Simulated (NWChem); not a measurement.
# [CH4BCl2]− (SMILES Cl[BH2-]CCl): levels of theory compared

Wanted: a comparison of 5 runs (HF/STO-3G, HF/3-21G, B3LYP/6-31G*, MP2/pcseg-1) of [CH4BCl2]−. 

The results are computed with NWChem 7.3.0.

### Step 1. Starting point

[CH4BCl2]−: 8 atoms, total charge -1, spin state singlet. As SMILES, `Cl[BH2-]CCl`. The shape is that of a GFN2-xTB optimisation. This is one conformer, not always the lowest.

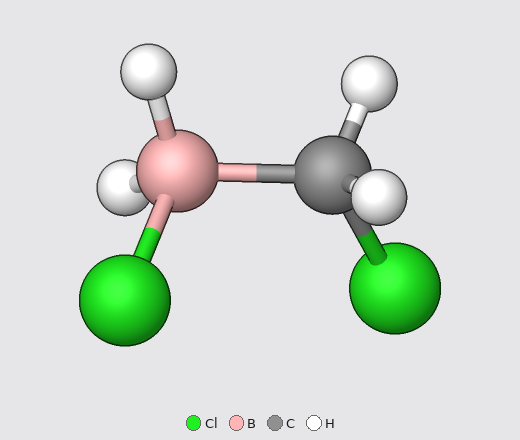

The structure, seen from a chosen angle (chlorine green, boron pink, carbon grey, hydrogen white).

### Step 2. Energy and gradient at HF/STO-3G (run 1)

Contents of nw.xyz:

```xyz
8

Cl    -1.861810     1.172250     0.212220
B     -0.017030     0.837840     0.103280
C      0.216930    -0.779390     0.023380
Cl     0.037740    -1.503870    -1.600540
H      0.400710     1.424710    -0.855170
H      0.461980     1.226640     1.139520
H     -0.475420    -1.340620     0.654700
H      1.236900    -1.037570     0.322610
```

Contents of nw.nw:

```
start nw
memory total 2200 mb
charge -1
geometry units angstroms noautosym nocenter noautoz
load format xyz nw.xyz
end
basis spherical bse
* library STO-3G
end
scf
thresh 1e-08
maxiter 80
end
task scf gradient
```

Command:

```console
$ nwchem nw.nw > nw.out
```

Output:

```text
[...]
  functions       =    32
[...]
  wavefunction    = RHF
[...]
         Total SCF energy =   -973.267912857137
      One-electron energy =  -1719.576022918394
      Two-electron energy =    565.023754839092
 Nuclear repulsion energy =    181.284355222165
        Time for solution =      1.5s
[...]
                         RHF ENERGY GRADIENTS
    atom               coordinates                        gradient
                 x          y          z           x          y          z
   1 Cl     -3.518311   2.215231   0.401038    0.022921  -0.005105  -0.000319
   2 B      -0.032182   1.583288   0.195171   -0.025826  -0.013547  -0.005799
   3 C       0.409938  -1.472834   0.044182   -0.009376  -0.016289  -0.031583
   4 Cl      0.071318  -2.841902  -3.024582    0.004750   0.016970   0.036770
   5 H       0.757232   2.692312  -1.616037    0.002573   0.011932  -0.017373
   6 H       0.873016   2.318013   2.153381    0.005180   0.006770   0.020339
   7 H      -0.898414  -2.533404   1.237204   -0.004057  -0.001770  -0.000884
   8 H       2.337402  -1.960723   0.609645    0.003835   0.001038  -0.001151
[...]
```

Wall time 2.7 s (1 thread of Intel Xeon Platinum 8375C at 2.90GHz (Ice Lake), shared host); peak memory 0.1 GiB.

### Step 3. Energy and gradient at HF/3-21G (run 2)

Contents of geom.nw:

```
echo
start geom
memory total 2200 mb
charge -1
geometry noautosym nocenter noautoz
 Cl   -1.861810    1.172250    0.212220
 B    -0.017030    0.837840    0.103280
 C     0.216930   -0.779390    0.023380
 Cl    0.037740   -1.503870   -1.600540
 H     0.400710    1.424710   -0.855170
 H     0.461980    1.226640    1.139520
 H    -0.475420   -1.340620    0.654700
 H     1.236900   -1.037570    0.322610
end
basis spherical bse
 * library 3-21G
end
scf
 nopen 0
 rhf
 thresh 1e-08
 maxiter 80
end
task scf gradient
```

Command:

```console
$ nwchem geom.nw > geom.out
```

Output:

```text
[...]
  functions       =    52
[...]
  wavefunction    = RHF
[...]
         Total SCF energy =   -979.185581745058
      One-electron energy =  -1723.353028640861
      Two-electron energy =    562.883091673638
 Nuclear repulsion energy =    181.284355222165
        Time for solution =      1.8s
[...]
                         RHF ENERGY GRADIENTS
    atom               coordinates                        gradient
                 x          y          z           x          y          z
   1 Cl     -3.518311   2.215231   0.401038    0.045033  -0.009630  -0.001587
   2 B      -0.032182   1.583288   0.195171   -0.033594   0.011530   0.001341
   3 C       0.409938  -1.472834   0.044182   -0.013040  -0.014635  -0.058423
   4 Cl      0.071318  -2.841902  -3.024582    0.007266   0.023394   0.055316
   5 H       0.757232   2.692312  -1.616037   -0.003726  -0.000501   0.001972
   6 H       0.873016   2.318013   2.153381   -0.003499  -0.001459  -0.003002
   7 H      -0.898414  -2.533404   1.237204   -0.005599  -0.006161   0.003022
   8 H       2.337402  -1.960723   0.609645    0.007160  -0.002539   0.001361
[...]
```

Run time: 3 s. Hardware: 1 thread of Intel Xeon Platinum 8375C at 2.90GHz (Ice Lake), shared host; peak memory 0.098 GiB.

Run 3 isn't shown in full; the table further down has it.

### Step 4. Energy and gradient at B3LYP/6-31G(d) (Cartesian functions) (run 4)

Contents of a.nw:

```
start a
title "CH4BCl2"
memory 2200 mb
charge -1

geometry units angstroms noautosym nocenter noautoz
   Cl   -1.861810    1.172250    0.212220
   B    -0.017030    0.837840    0.103280
   C     0.216930   -0.779390    0.023380
   Cl    0.037740   -1.503870   -1.600540
   H     0.400710    1.424710   -0.855170
   H     0.461980    1.226640    1.139520
   H    -0.475420   -1.340620    0.654700
   H     1.236900   -1.037570    0.322610
end

basis
   * library 6-31G*
end

dft
   xc b3lyp
   grid xfine
   convergence energy 1e-08
   iterations 100
   mulliken
end

task dft gradient
```

Command:

```console
$ nwchem a.nw > a.out
```

Output:

```text
[...]
          Wavefunction type:  closed shell.
          No. of atoms     :     8
          No. of electrons :    50
[...]
          Charge           :    -1
          Spin multiplicity:     1
[...]
          AO basis - number of functions:    76
[...]
              XC Information
              --------------
                         B3LYP Method XC Potential
                     Hartree-Fock (Exact) Exchange  0.200
                        Slater Exchange Functional  0.800 local
                    Becke 1988 Exchange Functional  0.720 non-local
              Lee-Yang-Parr Correlation Functional  0.810
                  VWN I RPA Correlation Functional  0.190 local
[...]
 d= 0,ls=0.0,diis     1   -985.7225902419 -1.17D+03  2.32D-02  1.00D+00     3.7
[...]
 d= 0,ls=0.0,diis     8   -985.8535007003  2.52D-09  6.63D-06  3.17D-07    25.9
         Total DFT energy =     -985.853500700276
      One electron energy =    -1729.278038003625
           Coulomb energy =      629.942065167790
    Exchange-Corr. energy =      -67.801883086605
 Nuclear repulsion energy =      181.284355222165
[...]
      Total Density - Mulliken Population Analysis
     ---------------------------------------------
    Atom       Charge   Shell Charges
 -----------   ------   -------------------------------------------------------
    1 Cl  17    17.45   2.00  1.99  5.97  1.43  3.63  0.59  1.88 -0.03
    2 B    5     4.90   1.99  0.52  1.54  0.29  0.48  0.08
    3 C    6     6.42   1.99  0.70  2.01  0.69  0.99  0.03
    4 Cl  17    17.21   2.00  1.99  5.97  1.45  3.61  0.55  1.67 -0.02
    5 H    1     1.12   0.53  0.59
    6 H    1     1.15   0.52  0.63
    7 H    1     0.86   0.53  0.33
    8 H    1     0.89   0.53  0.35
[...]
  wavefunction    = closed shell
[...]
```

Wall time 34 s (1 thread of Intel Xeon Platinum 8375C at 2.90GHz (Ice Lake), shared host); peak memory 0.14 GiB.

### Step 5. Energy and gradient at MP2/pcseg-1 (run 5)

Contents of geom.nw:

```
start geom
title "CH4BCl2 gradient"
memory stack 880 mb heap 220 mb global 1100 mb
charge -1

geometry noautosym nocenter noautoz
Cl      -1.861810       1.172250       0.212220
B       -0.017030       0.837840       0.103280
C        0.216930      -0.779390       0.023380
Cl       0.037740      -1.503870      -1.600540
H        0.400710       1.424710      -0.855170
H        0.461980       1.226640       1.139520
H       -0.475420      -1.340620       0.654700
H        1.236900      -1.037570       0.322610
end

basis "ao basis" spherical bse
Cl library pcseg-1
B library pcseg-1
C library pcseg-1
H library pcseg-1
end

scf
thresh 1e-08
maxiter 80
print medium
end

mp2
freeze core 12
tight
end

task mp2 gradient
```

Command:

```console
$ nwchem geom.nw > geom.out
```

Output:

```text
[...]
  functions       =    84
[...]
  wavefunction    = RHF
[...]
         Total SCF energy =   -983.870417158802
      One-electron energy =  -1728.549307560125
      Two-electron energy =    563.394535179158
 Nuclear repulsion energy =    181.284355222165
        Time for solution =     12.7s
[...]
          Total MP2 energy          -984.383390730661
[...]
                         mp2 ENERGY GRADIENTS
    atom               coordinates                        gradient
                 x          y          z           x          y          z
   1 Cl     -3.518311   2.215231   0.401038    0.019122  -0.004093   0.000123
   2 B      -0.032182   1.583288   0.195171   -0.004901   0.013199  -0.001389
   3 C       0.409938  -1.472834   0.044182   -0.005179  -0.012694  -0.011841
   4 Cl      0.071318  -2.841902  -3.024582    0.003324   0.007832   0.018074
   5 H       0.757232   2.692312  -1.616037   -0.005822  -0.002187   0.005858
   6 H       0.873016   2.318013   2.153381   -0.005219  -0.001774  -0.006309
   7 H      -0.898414  -2.533404   1.237204    0.000104  -0.000645  -0.002917
   8 H       2.337402  -1.960723   0.609645   -0.001430   0.000362  -0.001600
[...]
```

Wall time 35 s (1 thread of Intel Xeon Platinum 8375C at 2.90GHz (Ice Lake), shared host); peak memory 0.24 GiB.

### Step 6. All runs side by side

```csv
run,level,iteration cap,module,energy (Eh),HOMO energy (eV),LUMO energy (eV),HOMO–LUMO gap (eV),wall time
1,HF/STO-3G,80,scf,-973.267913,-2.83,16.11,18.94,2.7 s
2,HF/3-21G,80,scf,-979.185582,-5.34,10.51,15.85,3 s
3,B3LYP/6-31G* (spherical functions),100,dft,-985.845574,–,–,–,32 s
4,B3LYP/6-31G* (Cartesian functions),100,dft,-985.853501,-1.70,5.95,7.65,34 s
5,MP2/pcseg-1,80,mp2,-984.383391,-5.58,8.77,14.35,35 s
```

### Step 7. Summary of results

| quantity | value |
| --- | --- |
| run 5: total energy | -984.38339 Eh |
| run 5: HOMO energy (Hartree–Fock orbitals) | -5.58 eV |
| run 5: LUMO energy (Hartree–Fock orbitals) | 8.77 eV |
| run 5: HOMO–LUMO gap (to an unbound level, set by the basis) | 14.35 eV |
| run 5: correlation energy (12 core orbitals frozen) | -513.0 mEh |
| run 5: largest force on an atom | 1.027 eV/Å |

In words: Over runs 1, 2, 4 the HOMO–LUMO gap runs from 7.65 eV (B3LYP/6-31G*) to 18.94 eV (HF/STO-3G). The two ends differ in method and basis. The empty levels of an anion lie above zero and hang on the basis. In run 1 the basis is minimal, so the values are rough. All runs together took 1.8 min, the longest 35 s.
